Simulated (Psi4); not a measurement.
A ladder of methods for AlH2I (SMILES [AlH2][I])

The species is AlH2I (4 atoms), meant as a singlet with charge 0. As SMILES, `[AlH2][I]`. Geometry: optimised at PBE0/def2-TZVP.

Each level gives the dipole moment (D). The values are calculated.

```
                                                 level                    kind  program  value (D)  CPU time
   PBE-D4/def2-TZVPP (density fitting, core potential)                     GGA     Psi4       0.84      50 s
r2SCAN-D4/def2-TZVPP (density fitting, core potential)                meta-GGA     Psi4       0.93   1.9 min
 B3LYP-D4/def2-TZVPP (density fitting, core potential)           global hybrid     Psi4       0.98      57 s
  PBE0-D4/def2-TZVPP (density fitting, core potential)           global hybrid     Psi4       0.99      55 s
  wB97M-V/def2-TZVPP (density fitting, core potential)  range-separated hybrid     Psi4       1.09   2.3 min
```

The values span 0.84 to 1.09 D. Magnitudes only. CPU times are rough (shared hosts, several kinds of processor): they show what a rung costs within a factor of a few.

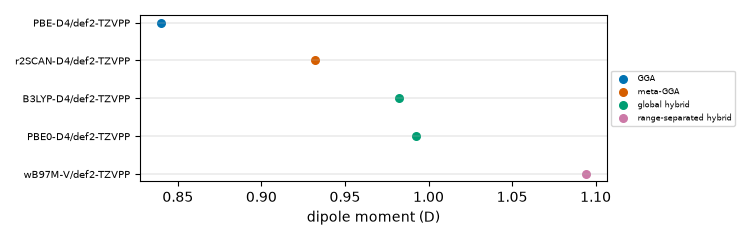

The values of the table, level by level.
